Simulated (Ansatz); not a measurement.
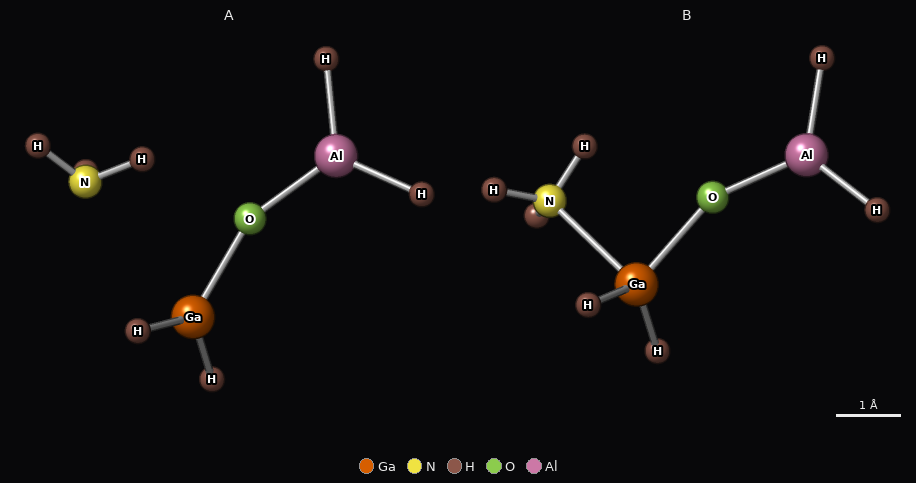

Two geometries of GaAlNH$_{7}$O, drawn at one scale. One is the start of a relaxation, the other its converged end. Style: ball-and-stick. Shown at a tilt.

Theory: RKS B3LYP-D4/def2-SVP (Ansatz). Set-up: no spin polarisation; force threshold 0.03 eV/Å; at most 50 steps.

### Which one is relaxed?

Structure B is the relaxed one. The run prepares an end point of a later path (reaction) calculation, from a guessed geometry. The largest move after the best rigid fit is that of an H atom, 0.75 Å. Largest moves by element: H 0.75 Å, Ga 0.64 Å, O 0.37 Å, N 0.36 Å, Al 0.22 Å. Among the contacts that change: Ga–N 3.111 → 2.155 Å, Ga–O 1.800 → 1.837 Å, H–N 1.040 → 1.024 Å, Ga–H 1.565 → 1.577 Å. New bonds form, among them: Ga–N (3.11 → 2.15 Å). Bond angles that change, for instance: H–Ga–H 129.1° → 124.7°. The energy falls by 67.7 kJ/mol in 11 accepted moves (12 points after the start). The largest force component goes from 0.67 to 0.0047 eV/Å. The line search rejected the trial step at point 11 of the run. The run took 32 s on 4 threads of Arm Neoverse V1, with other jobs on the host, peak memory 0.27 GiB.

Limits of the set-up: the start holds two separate molecules, 2.2 Å apart at their closest, whose relative position is a soft coordinate.
